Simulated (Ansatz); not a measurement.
# Cl₂H₂NSn radical: a ladder of functionals and wavefunction methods

How much do the methods differ for Cl₂H₂NSn radical? The plan is to run it at one geometry with functionals of several rungs and with coupled cluster. The yardstick is the atomisation energy at the CCSD(T) limit.

The runs use Ansatz 0.2.0, Gaussian basis; functionals in def2-TZVPP, the program's frozen cores in correlated methods.

Plan: LDA (SPW92), PBE-D4, revPBE-D4, BLYP-D4, r2SCAN-D4, B97M-V, PBE0-D4, B3LYP-D4, r2SCANh-D4, r2SCAN0-D4, HSE06-D4, BHLYP-D4, CAM-B3LYP-D4, LC-ωPBE, ωB97X-V, ωB97M-V, B2PLYP, PBE-QIDH; CCSD(T)/def2-SVP; CCSD(T)/def2-TZVPP; MP2/def2-QZVPP; extrapolation to the limit; RPA on PBE.

## Step 1: The relaxed structure

The geometry comes from an earlier relaxation with PBE0-D4 in a triple-zeta def2 set; it is a stationary point. Sn takes the def2 core potential; no spin-orbit term is included.

SMILES `[NH2][Sn]([Cl])[Cl]`, 6 atoms, charge 0, spin multiplicity 2.

Atoms are counted from 1 here; the program's logs count them from 0.

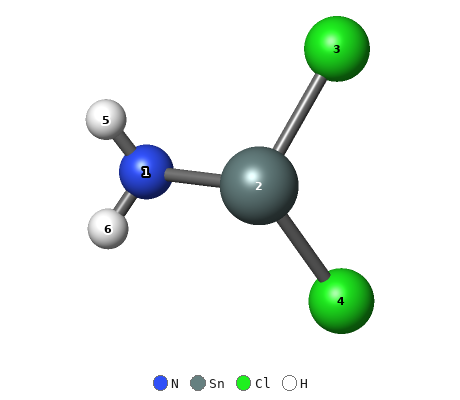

The geometry (nitrogen blue, tin teal, chlorine green, hydrogen white); atoms are numbered from 1 in the order of the file.

Coordinates:

```xyz
6
Cl2H2NSn
N    -0.05066    1.06629   -0.24622
Sn   -0.18624   -0.77487    0.62125
Cl    2.03986   -1.50669    0.72064
Cl   -1.30670   -2.06346   -0.98658
H     0.49804    1.72856    0.29256
H    -0.95229    1.48627   -0.44784
```

## Step 2: LDA

This LDA is Slater exchange with PW92 correlation.

in.yaml

```yaml
crystal:
  periodic: [false, false, false]
  atoms:
    - {symbol: N, position_ang: [-0.050663, 1.066295, -0.246225]}
    - {symbol: Sn, position_ang: [-0.186245, -0.774872, 0.621253]}
    - {symbol: Cl, position_ang: [2.039859, -1.506694, 0.720638]}
    - {symbol: Cl, position_ang: [-1.306696, -2.063458, -0.986582]}
    - {symbol: H, position_ang: [0.498035, 1.728560, 0.292555]}
    - {symbol: H, position_ang: [-0.952292, 1.486269, -0.447840]}
basis:
  gaussian: {orbitals: def2-TZVPP}
magnetization: {spin_polarized: true, initial_magnetization: 1}
hamiltonian: {xc: lda}
output: {orbitals: {seedname: orbitals}}
```

Started as:

```
$ ansatz run in.yaml --threads 4 --pin off --events-out ev --progress --plain --max-ram 10444MiB
```

The program printed:

```text
Functional definition: SPW92
  name "SPW92"
  cite "Dirac, Proc. Camb. Phil. Soc. 26, 376 (1930) doi:10.1017/S0305004100016108"
  cite "Slater, Phys. Rev. 81, 385 (1951) doi:10.1103/PhysRev.81.385"
  cite "Perdew & Wang, Phys. Rev. B 45, 13244 (1992) doi:10.1103/PhysRevB.45.13244"
  exchange = slater_x
  correlation = pw_c
1249 factors; their error is unknown
mean field evaluation 1: about -32288.4164 eV, gradient 5.6e1 eV
mean field evaluation 2: about -32206.6140 eV, gradient 1.1e2 eV
mean field evaluation 4: about -32299.8645 eV, gradient 1.5e1 eV
mean field evaluation 8: about -32300.8901 eV, gradient 1.8e-1 eV
mean field evaluation 16: about -32300.8720 eV, gradient 1.5e-3 eV
mean field -32300.87200452 eV, -1187.0351518486 hartree, gradient 7.5e-5 eV, S^2 0.751388; 1 other end points of the search recorded, 0 dependent functions left out
reference -32300.87204405 eV, -1187.0351533014 hartree; 33, 32 occupied and 160, 161 virtual orbitals, 1249 factors
Total energy: -32300.87204405 eV, -1187.0351533014 hartree
```

Wall time 1.8 s (4 threads of Arm Neoverse V1, shared host).

Atomisation energy: 475.4 kcal/mol (free atoms -32280.257 eV, run apart). HOMO -5.94 eV, LUMO -5.36 eV.

## Step 3: PBE-D4 (GGA)

in.yaml, as its differences from that of step 2:

```diff
@@ -12,3 +12,3 @@
 magnetization: {spin_polarized: true, initial_magnetization: 1}
-hamiltonian: {xc: lda}
-output: {orbitals: {seedname: orbitals}}
+hamiltonian: {xc: pbe, dispersion: d4}
+output: {forces: true, orbitals: {seedname: orbitals}}
```

Launched as before.

The program printed (excerpt; [...] marks lines left out):

```text
Functional definition: PBE
  name "PBE"
  cite "Perdew, Burke & Ernzerhof, Phys. Rev. Lett. 77, 3865 (1996) doi:10.1103/PhysRevLett.77.3865"
  parent pbe
[...]
1249 factors; their error is unknown
[...]
mean field -32391.27732570 eV, -1190.3574861232 hartree, gradient 6.3e-5 eV, S^2 0.752665; 0 other end points of the search recorded, 0 dependent functions left out
[...]
reference -32391.27736795 eV, -1190.3574876759 hartree; 33, 32 occupied and 160, 161 virtual orbitals, 1249 factors
Total energy: -32391.45436186 eV, -1190.3639920820 hartree
Atom 0 at    -0.050663     1.066295    -0.246225 Å, force     0.165719     0.063823    -0.345218 eV/Å
Atom 1 at    -0.186245    -0.774872     0.621253 Å, force    -0.234304    -0.153204     0.508908 eV/Å
Atom 2 at     2.039859    -1.506694     0.720638 Å, force     0.388710    -0.111472     0.012643 eV/Å
Atom 3 at    -1.306696    -2.063458    -0.986582 Å, force    -0.196122    -0.209035    -0.285517 eV/Å
Atom 4 at     0.498035     1.728560     0.292555 Å, force     0.178108     0.245054     0.177230 eV/Å
Atom 5 at    -0.952292     1.486269    -0.447840 Å, force    -0.302112     0.164834    -0.068046 eV/Å
Dipole moment:    -0.290486     0.647323     0.358166 e Å
```

Wall time 3 s (4 threads of Arm Neoverse V1, shared host).

With the free atoms at this level, -32373.320 eV in sum, the atomisation energy is 418.2 kcal/mol. HOMO -5.82 eV, LUMO -5.02 eV.

## Step 4: revPBE-D4 (GGA)

in.yaml, as its differences from that of step 3:

```diff
@@ -12,3 +12,3 @@
 magnetization: {spin_polarized: true, initial_magnetization: 1}
-hamiltonian: {xc: pbe, dispersion: d4}
-output: {forces: true, orbitals: {seedname: orbitals}}
+hamiltonian: {xc: {name: revPBE}, dispersion: d4}
+output: {orbitals: {seedname: orbitals}}
```

The command is unchanged.

The program printed:

```text
Functional definition: revPBE
  name "revPBE"
  cite "Zhang & Yang, Phys. Rev. Lett. 80, 890 (1998) doi:10.1103/PhysRevLett.80.890"
  cite "Perdew, Burke & Ernzerhof, Phys. Rev. Lett. 77, 3865 (1996) doi:10.1103/PhysRevLett.77.3865"
  parameter kappa = 1.245
  parameter beta = 0.06672455060314922
  exchange = pbe_x(kappa = kappa, mu = beta*pi^2/3)
  correlation = pbe_c(beta = beta)
1249 factors; their error is unknown
mean field evaluation 1: about -32387.7859 eV, gradient 5.4e1 eV
mean field evaluation 2: about -32311.1723 eV, gradient 1.1e2 eV
mean field evaluation 4: about -32398.7406 eV, gradient 1.3e1 eV
mean field evaluation 8: about -32399.5495 eV, gradient 1.9e-1 eV
mean field evaluation 16: about -32399.5327 eV, gradient 1.8e-3 eV
mean field -32399.53266025 eV, -1190.6608640722 hartree, gradient 6.8e-5 eV, S^2 0.753084; 0 other end points of the search recorded, 0 dependent functions left out
reference -32399.53271285 eV, -1190.6608660052 hartree; 33, 32 occupied and 160, 161 virtual orbitals, 1249 factors
Total energy: -32399.94741426 eV, -1190.6761060008 hartree
```

It took 2.7 s on 4 threads of Arm Neoverse V1, shared host.

Atomisation energy: 404.4 kcal/mol (free atoms -32382.409 eV, run apart). HOMO -5.77 eV, LUMO -4.90 eV.

## Step 5: BLYP-D4 (GGA)

in.yaml, as its differences from that of step 4:

```diff
@@ -12,3 +12,3 @@
 magnetization: {spin_polarized: true, initial_magnetization: 1}
-hamiltonian: {xc: {name: revPBE}, dispersion: d4}
+hamiltonian: {xc: {name: BLYP}, dispersion: d4}
 output: {orbitals: {seedname: orbitals}}
```

Launched as before.

The program printed:

```text
Functional definition: BLYP
  name "BLYP"
  cite "Becke, Phys. Rev. A 38, 3098 (1988) doi:10.1103/PhysRevA.38.3098"
  cite "Lee, Yang & Parr, Phys. Rev. B 37, 785 (1988) doi:10.1103/PhysRevB.37.785"
  parameter beta = 0.0042
  parameter a = 0.04918
  parameter b = 0.132
  parameter c = 0.2533
  parameter d = 0.349
  exchange = b88_x(beta = beta)
  correlation = lyp_c(a = a, b = b, c = c, d = d)
1249 factors; their error is unknown
mean field evaluation 1: about -32388.0120 eV, gradient 5.8e1 eV
mean field evaluation 2: about -32304.1122 eV, gradient 1.1e2 eV
mean field evaluation 4: about -32400.2529 eV, gradient 1.6e1 eV
mean field evaluation 8: about -32401.3585 eV, gradient 2.1e-1 eV
mean field evaluation 16: about -32401.3406 eV, gradient 1.7e-3 eV
mean field -32401.34064526 eV, -1190.7273062960 hartree, gradient 3.8e-5 eV, S^2 0.752414; 0 other end points of the search recorded, 0 dependent functions left out
reference -32401.34099248 eV, -1190.7273190557 hartree; 33, 32 occupied and 160, 161 virtual orbitals, 1249 factors
Total energy: -32401.71237992 eV, -1190.7409672926 hartree
```

Run time: 2.7 s. Hardware: 4 threads of Arm Neoverse V1, shared host.

With the free atoms at this level, -32384.032 eV in sum, the atomisation energy is 407.7 kcal/mol. HOMO -5.66 eV, LUMO -4.97 eV.

## Step 6: r2SCAN-D4 (meta-GGA)

in.yaml, as its differences from that of step 5:

```diff
@@ -12,3 +12,3 @@
 magnetization: {spin_polarized: true, initial_magnetization: 1}
-hamiltonian: {xc: {name: BLYP}, dispersion: d4}
-output: {orbitals: {seedname: orbitals}}
+hamiltonian: {xc: r2scan, dispersion: d4}
+output: {forces: true, orbitals: {seedname: orbitals}}
```

Same command.

The program printed (excerpt; [...] marks lines left out):

```text
Functional definition: r2SCAN
  name "r2SCAN"
  cite "Furness, Kaplan, Ning, Perdew & Sun, J. Phys. Chem. Lett. 11, 8208 (2020) doi:10.1021/acs.jpclett.0c02405"
  cite "Furness, Kaplan, Ning, Perdew & Sun, J. Phys. Chem. Lett. 11, 9248 (2020) doi:10.1021/acs.jpclett.0c03077"
  parent r2scan
[...]
1249 factors; their error is unknown
[...]
mean field -32403.12484932 eV, -1190.7928745856 hartree, gradient 2.7e-5 eV, S^2 0.757526; 0 other end points of the search recorded, 0 dependent functions left out
[...]
reference -32403.12486381 eV, -1190.7928751180 hartree; 33, 32 occupied and 160, 161 virtual orbitals, 1249 factors
Total energy: -32403.16474161 eV, -1190.7943406001 hartree
Atom 0 at    -0.050663     1.066295    -0.246225 Å, force     0.059711     0.075064    -0.141256 eV/Å
Atom 1 at    -0.186245    -0.774872     0.621253 Å, force    -0.097838    -0.078810     0.216915 eV/Å
Atom 2 at     2.039859    -1.506694     0.720638 Å, force     0.112081    -0.022847    -0.015969 eV/Å
Atom 3 at    -1.306696    -2.063458    -0.986582 Å, force    -0.043425    -0.049007    -0.095114 eV/Å
Atom 4 at     0.498035     1.728560     0.292555 Å, force    -0.009445     0.038776     0.020735 eV/Å
Atom 5 at    -0.952292     1.486269    -0.447840 Å, force    -0.021085     0.036825     0.014689 eV/Å
Dipole moment:    -0.304327     0.665188     0.379470 e Å
```

Run time: 7 s. Hardware: 4 threads of Arm Neoverse V1, shared host.

Atomisation energy: 407.2 kcal/mol (free atoms -32385.505 eV, run apart). HOMO -6.22 eV, LUMO -4.84 eV.

## Step 7: B97M-V (meta-GGA)

in.yaml, as its differences from that of step 6:

```diff
@@ -12,3 +12,3 @@
 magnetization: {spin_polarized: true, initial_magnetization: 1}
-hamiltonian: {xc: r2scan, dispersion: d4}
-output: {forces: true, orbitals: {seedname: orbitals}}
+hamiltonian: {xc: {name: B97M-V}}
+output: {orbitals: {seedname: orbitals}}
```

Same command.

The program printed (excerpt; [...] marks lines left out):

```text
Functional definition: B97M-V
  name "B97M-V"
  cite "Mardirossian & Head-Gordon, J. Chem. Phys. 142, 074111 (2015) doi:10.1063/1.4907719"
  cite "Becke, J. Chem. Phys. 107, 8554 (1997) doi:10.1063/1.475007"
  cite "Vydrov & Van Voorhis, J. Chem. Phys. 133, 244103 (2010) doi:10.1063/1.3521275"
  # Of w^i u^j: cxij and so on, Table III.
[...]
  gx(w, u) = cx00 + cx01*u + cx02*u^2 + (cx10 + cx11*u)*w
  gss(w, u) = css00 + css02*u^2 + css10*w + (css32*w^3 + css42*w^4)*u^2
  gos(w, u) = cos00 + cos01*u + cos03*u^3 + cos10*w + cos32*w^3*u^2
[...]
      + integral(e_c_pw_mod_opposite_spin*gos(b97_w_opposite, b97_u_opposite)) + vv10(b, c)
1249 factors; their error is unknown
[...]
mean field -32396.56196494 eV, -1190.5516930333 hartree, gradient 7.0e-5 eV, S^2 0.754094; 0 other end points of the search recorded, 0 dependent functions left out
reference -32396.56202553 eV, -1190.5516952598 hartree; 33, 32 occupied and 160, 161 virtual orbitals, 1249 factors
Total energy: -32396.56202553 eV, -1190.5516952598 hartree
```

It took 11 s on 4 threads of Arm Neoverse V1, shared host; peak memory 0.44 GiB.

With the free atoms at this level, -32378.639 eV in sum, the atomisation energy is 413.3 kcal/mol. HOMO -6.03 eV, LUMO -5.02 eV.

## Step 8: PBE0-D4 (hybrid)

in.yaml, as its differences from that of step 7:

```diff
@@ -12,3 +12,3 @@
 magnetization: {spin_polarized: true, initial_magnetization: 1}
-hamiltonian: {xc: {name: B97M-V}}
+hamiltonian: {xc: pbe0, dispersion: d4}
 output: {orbitals: {seedname: orbitals}}
```

Its log isn't repeated here (it stands with the study of this molecule's fields); it ends on a total energy of -32393.610430 eV.

With the free atoms at this level, -32376.092 eV in sum, the atomisation energy is 404.0 kcal/mol. HOMO -6.99 eV, LUMO -4.26 eV.

## Step 9: B3LYP-D4 (hybrid)

B3LYP here takes the VWN-RPA correlation.

in.yaml, as its differences from that of step 8:

```diff
@@ -12,3 +12,3 @@
 magnetization: {spin_polarized: true, initial_magnetization: 1}
-hamiltonian: {xc: pbe0, dispersion: d4}
-output: {orbitals: {seedname: orbitals}}
+hamiltonian: {xc: {name: B3LYP}, dispersion: d4}
+output: {forces: true, orbitals: {seedname: orbitals}}
```

The command is unchanged.

The program printed (excerpt; [...] marks lines left out):

```text
Functional definition: B3LYP
  name "B3LYP"
  cite "Stephens, Devlin, Chabalowski & Frisch, J. Phys. Chem. 98, 11623 (1994) doi:10.1021/j100096a001"
  cite "Becke, Phys. Rev. A 38, 3098 (1988) doi:10.1103/PhysRevA.38.3098"
  cite "Lee, Yang & Parr, Phys. Rev. B 37, 785 (1988) doi:10.1103/PhysRevB.37.785"
  cite "Vosko, Wilk & Nusair, Can. J. Phys. 58, 1200 (1980) doi:10.1139/p80-159"
[...]
1331 factors; their error is unknown
[...]
mean field -32406.07830702 eV, -1190.9014121541 hartree, gradient 5.6e-5 eV, S^2 0.756028; 0 other end points of the search recorded, 0 dependent functions left out
[...]
reference -32406.07856811 eV, -1190.9014217492 hartree; 33, 32 occupied and 160, 161 virtual orbitals, 1331 factors
Total energy: -32406.36923411 eV, -1190.9121035274 hartree
Atom 0 at    -0.050663     1.066295    -0.246225 Å, force     0.018224     0.306943    -0.135852 eV/Å
Atom 1 at    -0.186245    -0.774872     0.621253 Å, force    -0.214804    -0.060293     0.440324 eV/Å
Atom 2 at     2.039859    -1.506694     0.720638 Å, force     0.362680    -0.111861     0.004589 eV/Å
Atom 3 at    -1.306696    -2.063458    -0.986582 Å, force    -0.175258    -0.201652    -0.269648 eV/Å
Atom 4 at     0.498035     1.728560     0.292555 Å, force    -0.001226     0.032449    -0.022610 eV/Å
Atom 5 at    -0.952292     1.486269    -0.447840 Å, force     0.010384     0.034415    -0.016803 eV/Å
Dipole moment:    -0.311872     0.654456     0.397773 e Å
```

Wall time 5 s (4 threads of Arm Neoverse V1, shared host); peak memory 0.69 GiB.

Atomisation energy: 403.1 kcal/mol (free atoms -32388.890 eV, run apart). HOMO -6.75 eV, LUMO -4.57 eV.

## Step 10: r2SCANh-D4 (hybrid)

in.yaml, as its differences from that of step 9:

```diff
@@ -12,3 +12,3 @@
 magnetization: {spin_polarized: true, initial_magnetization: 1}
-hamiltonian: {xc: {name: B3LYP}, dispersion: d4}
-output: {forces: true, orbitals: {seedname: orbitals}}
+hamiltonian: {xc: {name: r2SCANh}, dispersion: d4}
+output: {orbitals: {seedname: orbitals}}
```

Launched as before.

The program printed (excerpt; [...] marks lines left out):

```text
Functional definition: r2SCANh
  name "r2SCANh"
  cite "Bursch, Neugebauer, Ehlert & Grimme, J. Chem. Phys. 156, 134105 (2022) doi:10.1063/5.0086040"
  cite "Furness, Kaplan, Ning, Perdew & Sun, J. Phys. Chem. Lett. 11, 8208 (2020) doi:10.1021/acs.jpclett.0c02405"
  cite "Furness, Kaplan, Ning, Perdew & Sun, J. Phys. Chem. Lett. 11, 9248 (2020) doi:10.1021/acs.jpclett.0c03077"
  parent r2scan
[...]
1264 factors; their error is unknown
[...]
mean field -32402.60255239 eV, -1190.7736805277 hartree, gradient 1.8e-5 eV, S^2 0.759525; 0 other end points of the search recorded, 0 dependent functions left out
reference -32402.60256556 eV, -1190.7736810113 hartree; 33, 32 occupied and 160, 161 virtual orbitals, 1264 factors
Total energy: -32402.64672931 eV, -1190.7753039993 hartree
```

Wall time 8.5 s (4 threads of Arm Neoverse V1, shared host); peak memory 0.75 GiB.

With the free atoms at this level, -32385.214 eV in sum, the atomisation energy is 402.0 kcal/mol. HOMO -6.64 eV, LUMO -4.55 eV.

## Step 11: r2SCAN0-D4 (hybrid)

in.yaml, as its differences from that of step 10:

```diff
@@ -12,3 +12,3 @@
 magnetization: {spin_polarized: true, initial_magnetization: 1}
-hamiltonian: {xc: {name: r2SCANh}, dispersion: d4}
+hamiltonian: {xc: {name: r2SCAN0}, dispersion: d4}
 output: {orbitals: {seedname: orbitals}}
```

Same command.

The program printed (excerpt; [...] marks lines left out):

```text
Functional definition: r2SCAN0
  name "r2SCAN0"
  cite "Bursch, Neugebauer, Ehlert & Grimme, J. Chem. Phys. 156, 134105 (2022) doi:10.1063/5.0086040"
  cite "Furness, Kaplan, Ning, Perdew & Sun, J. Phys. Chem. Lett. 11, 8208 (2020) doi:10.1021/acs.jpclett.0c02405"
  cite "Furness, Kaplan, Ning, Perdew & Sun, J. Phys. Chem. Lett. 11, 9248 (2020) doi:10.1021/acs.jpclett.0c03077"
  parent r2scan
[...]
1384 factors; their error is unknown
[...]
mean field -32401.85598258 eV, -1190.7462445930 hartree, gradient 4.5e-5 eV, S^2 0.762797; 0 other end points of the search recorded, 0 dependent functions left out
reference -32401.85599380 eV, -1190.7462450053 hartree; 33, 32 occupied and 160, 161 virtual orbitals, 1384 factors
Total energy: -32401.90566791 eV, -1190.7480704951 hartree
```

Run time: 9.5 s. Hardware: 4 threads of Arm Neoverse V1, shared host; peak memory 0.75 GiB.

With the free atoms at this level, -32384.795 eV in sum, the atomisation energy is 394.6 kcal/mol. HOMO -7.29 eV, LUMO -4.10 eV.

## Step 12: HSE06-D4 (hybrid)

HSE06 is the plane-wave form, built on full-range PBE exchange.

in.yaml, as its differences from that of step 11:

```diff
@@ -12,3 +12,3 @@
 magnetization: {spin_polarized: true, initial_magnetization: 1}
-hamiltonian: {xc: {name: r2SCAN0}, dispersion: d4}
+hamiltonian: {xc: hse06, dispersion: d4}
 output: {orbitals: {seedname: orbitals}}
```

Launched as before.

The program printed (excerpt; [...] marks lines left out):

```text
Functional definition: HSE06
  name "HSE06"
  cite "Heyd, Scuseria & Ernzerhof, J. Chem. Phys. 118, 8207 (2003) doi:10.1063/1.1564060"
  cite "Krukau, Vydrov, Izmaylov & Scuseria, J. Chem. Phys. 125, 224106 (2006) doi:10.1063/1.2404663"
  cite "Heyd & Scuseria, J. Chem. Phys. 120, 7274 (2004) doi:10.1063/1.1668634"
  cite "Ernzerhof & Perdew, J. Chem. Phys. 109, 3313 (1998) doi:10.1063/1.476928"
  cite "Perdew, Burke & Ernzerhof, Phys. Rev. Lett. 77, 3865 (1996) doi:10.1103/PhysRevLett.77.3865"
  parent pbe
[...]
  # The whole range is PBE's own exchange, as in plane waves. The composition of these papers is wPBEh.
[...]
1384 factors; their error is unknown
86 factors; integrals over basis functions are off by at most 3.6e-7 eV
[...]
mean field -32392.93390691 eV, -1190.4183643596 hartree, gradient 5.6e-5 eV, S^2 0.757177; 0 other end points of the search recorded, 0 dependent functions left out
reference -32392.93394901 eV, -1190.4183659070 hartree; 33, 32 occupied and 160, 161 virtual orbitals, 1384 factors
Total energy: -32393.07917903 eV, -1190.4237030118 hartree
```

Wall time 5 s (4 threads of Arm Neoverse V1, shared host); peak memory 0.75 GiB.

Atomisation energy: 404.4 kcal/mol (free atoms -32375.543 eV, run apart). HOMO -6.60 eV, LUMO -4.62 eV.

## Step 13: BHLYP-D4 (hybrid)

in.yaml, as its differences from that of step 12:

```diff
@@ -12,3 +12,3 @@
 magnetization: {spin_polarized: true, initial_magnetization: 1}
-hamiltonian: {xc: hse06, dispersion: d4}
+hamiltonian: {xc: {name: BHLYP}, dispersion: d4}
 output: {orbitals: {seedname: orbitals}}
```

Same command.

The program printed:

```text
Functional definition: BHLYP
  name "BHLYP"
  cite "Becke, J. Chem. Phys. 98, 1372 (1993) doi:10.1063/1.464304"
  cite "Becke, Phys. Rev. A 38, 3098 (1988) doi:10.1103/PhysRevA.38.3098"
  cite "Lee, Yang & Parr, Phys. Rev. B 37, 785 (1988) doi:10.1103/PhysRevB.37.785"
  parameter a = 0.5
  exchange = (1 - a)*b88_x + a*exact_x
  correlation = lyp_c
1459 factors; their error is unknown
mean field evaluation 1: about -32393.6910 eV, gradient 3.9e1 eV
mean field evaluation 2: about -32382.9340 eV, gradient 6.0e1 eV
mean field evaluation 4: about -32400.0339 eV, gradient 2.9e0 eV
mean field evaluation 8: about -32400.0828 eV, gradient 1.7e-1 eV
mean field evaluation 16: about -32400.3893 eV, gradient 3.3e-3 eV
mean field -32400.38931345 eV, -1190.6923454968 hartree, gradient 3.6e-5 eV, S^2 0.763963; 0 other end points of the search recorded, 0 dependent functions left out
reference -32400.38949135 eV, -1190.6923520344 hartree; 33, 32 occupied and 160, 161 virtual orbitals, 1459 factors
Total energy: -32400.65930123 eV, -1190.7022673647 hartree
```

Wall time 6 s (4 threads of Arm Neoverse V1, shared host); peak memory 0.71 GiB.

With the free atoms at this level, -32383.952 eV in sum, the atomisation energy is 385.3 kcal/mol. HOMO -7.99 eV, LUMO -3.48 eV.

## Step 14: CAM-B3LYP-D4 (range-separated)

in.yaml, as its differences from that of step 13:

```diff
@@ -12,3 +12,3 @@
 magnetization: {spin_polarized: true, initial_magnetization: 1}
-hamiltonian: {xc: {name: BHLYP}, dispersion: d4}
+hamiltonian: {xc: {name: CAM-B3LYP}, dispersion: d4}
 output: {orbitals: {seedname: orbitals}}
```

The command is unchanged.

The program printed (excerpt; [...] marks lines left out):

```text
Functional definition: CAM-B3LYP
  name "CAM-B3LYP"
  cite "Yanai, Tew & Handy, Chem. Phys. Lett. 393, 51 (2004) doi:10.1016/j.cplett.2004.06.011"
  cite "Iikura, Tsuneda, Yanai & Hirao, J. Chem. Phys. 115, 3540 (2001) doi:10.1063/1.1383587"
  cite "Becke, Phys. Rev. A 38, 3098 (1988) doi:10.1103/PhysRevA.38.3098"
  cite "Lee, Yang & Parr, Phys. Rev. B 37, 785 (1988) doi:10.1103/PhysRevB.37.785"
  cite "Vosko, Wilk & Nusair, Can. J. Phys. 58, 1200 (1980) doi:10.1139/p80-159"
[...]
  # Exact exchange under (alpha + beta erf(omega r))/r, Becke's under what is left of 1/r.
[...]
1331 factors; their error is unknown
254 factors; integrals over basis functions are off by at most 1.6e-5 eV
[...]
mean field -32402.83966564 eV, -1190.7823942785 hartree, gradient 2.3e-5 eV, S^2 0.759724; 0 other end points of the search recorded, 0 dependent functions left out
reference -32402.83979303 eV, -1190.7823989603 hartree; 33, 32 occupied and 160, 161 virtual orbitals, 1331 factors
Total energy: -32402.99968907 eV, -1190.7882750312 hartree
```

Wall time 5.5 s (4 threads of Arm Neoverse V1, shared host); peak memory 0.8 GiB.

With the free atoms at this level, -32385.583 eV in sum, the atomisation energy is 401.6 kcal/mol. HOMO -8.22 eV, LUMO -3.41 eV.

(Part 1 of 2 ends here.)
